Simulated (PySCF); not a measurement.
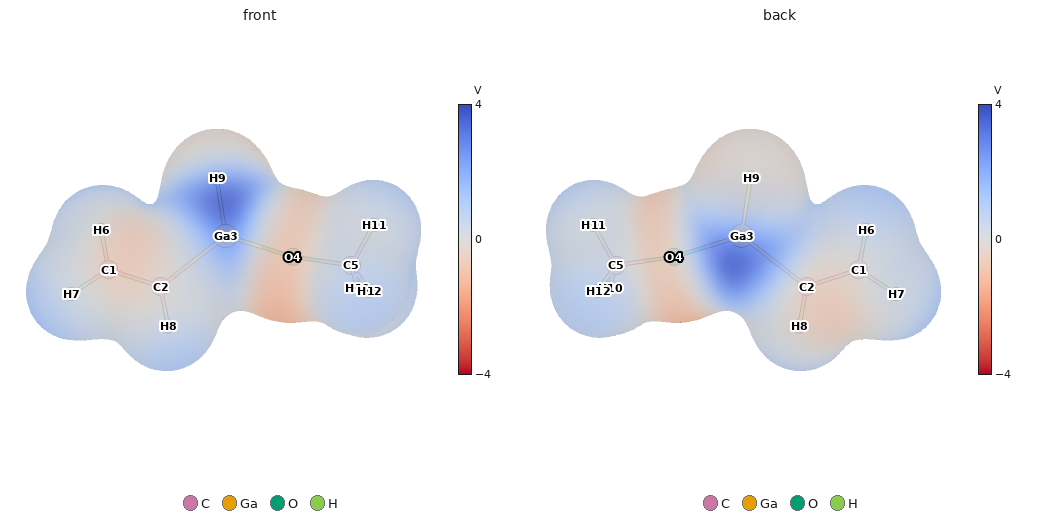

The picture shows: C₃H₇GaO. The molecular electrostatic potential painted on the density surface at 0.004 e/bohr³, seen from the front and from behind; red is negative and blue positive.

Geometry: GFN2-xTB.

Level of theory: wB97X-D/def2-SVPD, SCF density, gas phase (PySCF 2.14.0).

```xyz
12

C     2.9399   -0.0105   -0.0848
C     1.7294    0.5237   -0.0241
Ga    0.1498   -0.7169    0.0762
O    -1.4171   -0.0470    0.1571
C    -2.7848    0.2887    0.2489
H     3.0736   -1.0867   -0.0829
H     3.8469    0.5775   -0.1382
H     1.5942    1.6029   -0.0258
H     0.3061   -2.2785    0.0905
H    -2.8958    1.2091    0.8275
H    -3.3454   -0.5095    0.7401
H    -3.1956    0.4464   -0.7515
```

Question: Describe the electrostatic potential map.

Answer: The most negative region (about −1.1 V) lies over O4, the most positive (about +3.3 V) over Ga3. O4 is the likeliest acceptor of a hydrogen bond.

Question: What dipole moment does the calculation give?

Answer: Its dipole moment is 0.32 D.
